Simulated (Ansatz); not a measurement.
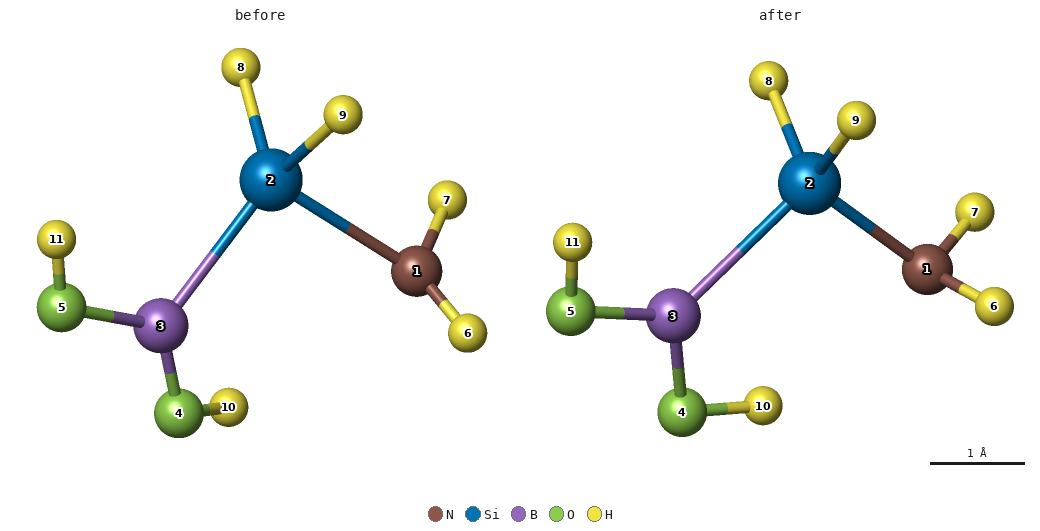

The structure of BSiNH₆O₂ before (left) and after (right) a relaxation, at one scale.

Style: ball-and-stick. Shown at a tilt.

Theory: RKS RPBE-d3bj/aug-cc-pVTZ (Ansatz 0.2.0).

Input
```yaml
crystal:
  periodic: [false, false, false]
  atoms:
    - {symbol: N, position_ang: [0.965925, 0.046147, 1.574286]}
    - {symbol: Si, position_ang: [-0.733131, 0.049751, 0.535012]}
    - {symbol: B, position_ang: [0.095919, 0.049692, -1.241591]}
    - {symbol: O, position_ang: [1.164889, 0.365351, -1.383241]}
    - {symbol: O, position_ang: [-0.786471, -0.410210, -2.271987]}
    - {symbol: H, position_ang: [1.603961, -0.700712, 1.608817]}
    - {symbol: H, position_ang: [0.697784, 0.827052, 2.411020]}
    - {symbol: H, position_ang: [-1.627337, 1.176958, 1.038870]}
    - {symbol: H, position_ang: [-1.406000, -1.214317, 1.232328]}
    - {symbol: H, position_ang: [1.578946, 0.955617, -0.703998]}
    - {symbol: H, position_ang: [-1.585724, -0.712291, -2.087568]}
basis:
  gaussian: {orbitals: aug-cc-pVTZ}
hamiltonian: {xc: {name: RPBE}, dispersion: d3bj}
relax: {f_tol: 0.001, max_steps: 3}
```

Run as
```bash
ansatz run in.yaml --threads 4 --pin off --events-out ev --progress --plain --max-ram 10444MiB
```

What changed between the two?

Answer. The relaxation stopped without meeting its thresholds, so the last structure isn't shown to be converged. The input was poor on purpose: steps. After 2 geometry steps the energy has fallen by 3.869 eV. Largest force component: 20 eV/Å at the start, 1.5 eV/Å at the end. The largest move after the best rigid fit is that of H6, 0.29 Å. By element the largest moves are H 0.29 Å, O 0.26 Å, Si 0.20 Å, N 0.20 Å, B 0.16 Å. Some distances before and after: B3–O4 1.124 → 1.351 Å, N1–Si2 1.992 → 1.820 Å, N1–H7 1.176 → 1.023 Å, O5–H11 0.874 → 0.973 Å. Bond angles that change, for instance: H6–N1–H7 128.9° → 106.4°, N1–Si2–H9 97.5° → 115.1°, Si2–N1–H6 125.0° → 109.9°. Groups turn about B3–O4 by about 30°.
